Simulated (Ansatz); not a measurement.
Ligand exchange: C2H3F + BH(CH3)(SH) → C2H4S + BH(CH3)F

Gas-phase species: C2H3F `C=CF`, singlet; BH(CH3)(SH), singlet; C2H4S `C=CS`, singlet; BH(CH3)F, singlet. The partners trade F for SH: C–F and B–SH bonds give way to C–SH and B–F.

Shapes, held fixed at every level: PBE0-D4/def2-TZVP. Flexible molecules stand in one conformer, not always the lowest. Programs: Ansatz 0.2.0. Electronic energies: no zero-point or thermal term.

| level | kind | ΔE (kJ/mol) | less CCSD(T)/CBS estimate |
| --- | --- | --- | --- |
| r2SCAN-D4/def2-TZVPP | meta-GGA | -79.2 | +6.9 |
| B3LYP-D4/def2-TZVPP | global hybrid | -83.0 | +3.1 |
| wB97M-V/def2-TZVPP | range-separated hybrid | -81.5 | +4.6 |
| wB97X-V/def2-TZVPP | range-separated hybrid | -79.5 | +6.6 |
| MP2/def2-TZVPP | perturbation theory | -90.1 | -4.0 |
| CCSD(T)/def2-TZVPP | coupled cluster or CI | -83.7 | +2.4 |
| CCSD(T)/CBS estimate | coupled cluster or CI | -86.1 | 0.0 |

The highest level, CCSD(T)/CBS estimate, gives ΔE = -86.1 kJ/mol; the levels span -90.1 to -79.2. The column of differences is taken from that level and isn't an error. No measured value is set beside it here. The CBS estimate extrapolates MP2 from def2-TZVPP and def2-QZVPP and adds CCSD(T) − MP2 in the triple-zeta set, cores frozen.

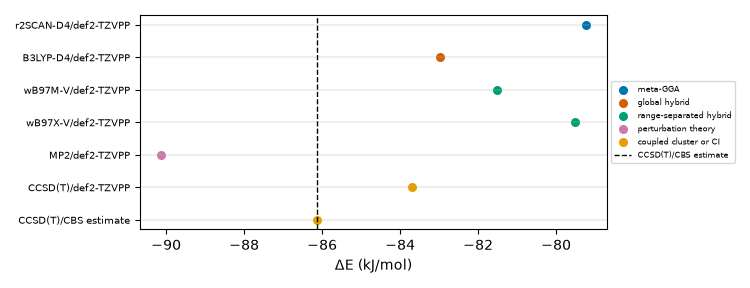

The values of the table, level by level.
